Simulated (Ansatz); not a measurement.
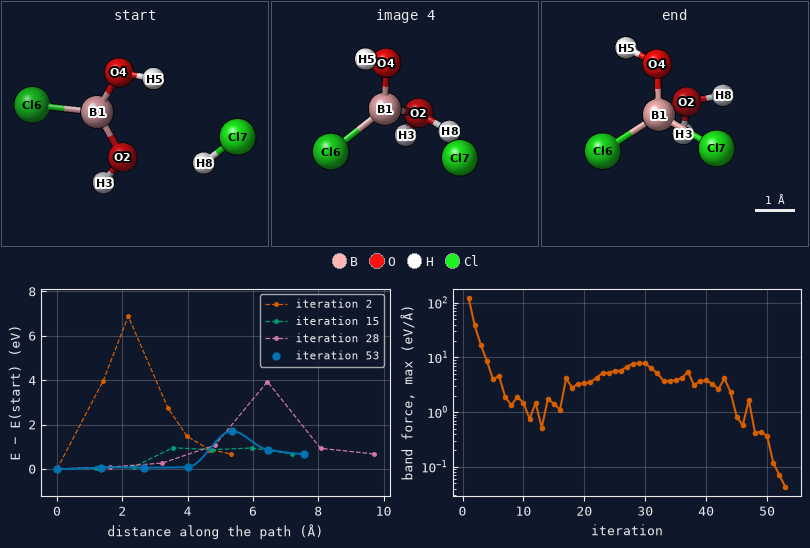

A search for the minimum-energy path of BH₃O₂Cl₂, made up at the start of BH₂O₂Cl and HCl by the nudged elastic band. Images are numbered from 0 (start) to 6 (end). The plot follows the band through its iterations. The picture is a ball-and-stick view, seen at a tilt.

All numbers below come from Ansatz 0.2.0, RHF/def2-SVP. Settings: 5 movable images; climbing image; force threshold 0.05 eV/Å; iteration limit 60; starting path through a guess of the saddle point.

Did the band converge, and can the barrier be trusted?

The result is final at these settings. The band converged in 53 iterations. The largest component of the band force went from 120 to 0.043 eV/Å. The climbing image converged on the top of the path. Its vibrational analysis gives one imaginary mode (585i cm⁻¹), as a transition state must have. The first iteration put the highest image at 17.70 eV. Forward barrier 1.71 eV, backward barrier 1.03 eV, with image 4 at the top; the reaction energy is +0.68 eV.

Limits of the set-up: the start holds two separate molecules, 2.2 Å apart at their closest, whose relative position is a soft coordinate and is computed without a dispersion correction; Hartree-Fock leaves out electron correlation.

The run took 6.2 min on 1 thread of Arm Neoverse V2 (shared host), peak memory 0.2 GiB.
